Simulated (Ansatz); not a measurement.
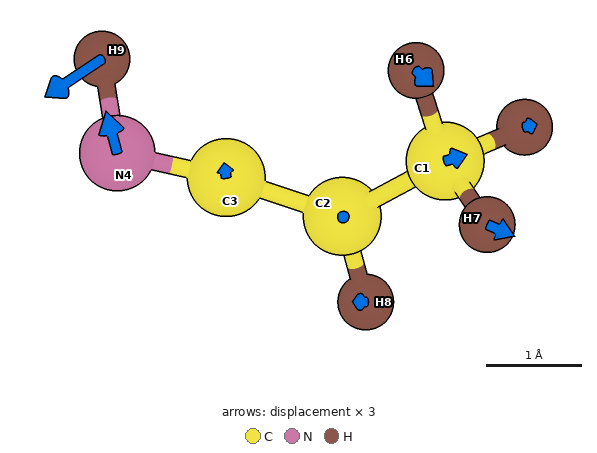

A relaxation of C$_{3}$H$_{5}$N (coarse preliminary run). The starting structure is drawn; blue arrows show the displacements, magnified 3 times. The two geometries are superimposed by the best rigid fit.

Style: ball-and-stick. Shown at a tilt.

The start comes from a force field.

These are results of Ansatz, RKS PBE-D4/def2-SVP, not measurements.

Input file:
```yaml
crystal:
  periodic: [false, false, false]
  atoms:
    - {symbol: C, position_ang: [-0.002900, 0.574500, -1.081800]}
    - {symbol: C, position_ang: [0.272100, -0.532900, -0.204000]}
    - {symbol: C, position_ang: [0.158000, -0.512800, 1.078400]}
    - {symbol: N, position_ang: [0.195800, -0.493100, 2.257000]}
    - {symbol: H, position_ang: [-0.807300, 0.314800, -1.842300]}
    - {symbol: H, position_ang: [-0.436100, 1.492000, -0.532200]}
    - {symbol: H, position_ang: [0.869800, 0.940800, -1.633400]}
    - {symbol: H, position_ang: [0.685000, -1.415900, -0.683400]}
    - {symbol: H, position_ang: [-0.845900, -0.413800, 2.624600]}
basis:
  gaussian: {orbitals: def2-SVP}
hamiltonian: {xc: pbe, dispersion: d4}
relax: {f_tol: 0.03, max_steps: 200}
```

Run as
```bash
ansatz run in.yaml --threads 2 --pin off --events-out ev --progress --plain --max-ram 4352MiB
```

> Which element moves most?

Hydrogen: up to 0.30 Å, against 0.16 Å for nitrogen.

> What happened in the run?

The atom that moves furthest after the best rigid fit is H9 (0.30 Å). Largest moves by element: H 0.30 Å, N 0.16 Å, C 0.09 Å. Near-neighbour distances that change, for instance: N4–H9 1.108 → 1.035 Å, C1–C2 1.440 → 1.508 Å, C3–N4 1.179 → 1.238 Å, C1–H6 1.154 → 1.107 Å. Among the angles between lasting bonds that change: C3–N4–H9 107.6° → 115.1°, H5–C1–H6 103.6° → 107.7°, C1–C2–H8 115.4° → 118.7°. After 8 accepted moves (10 points after the start) the energy has fallen by 0.645 eV. Largest force component: 6.5 eV/Å at the start, 0.024 eV/Å at the end. The line search rejected the trial steps at points 5, 8 of the run.
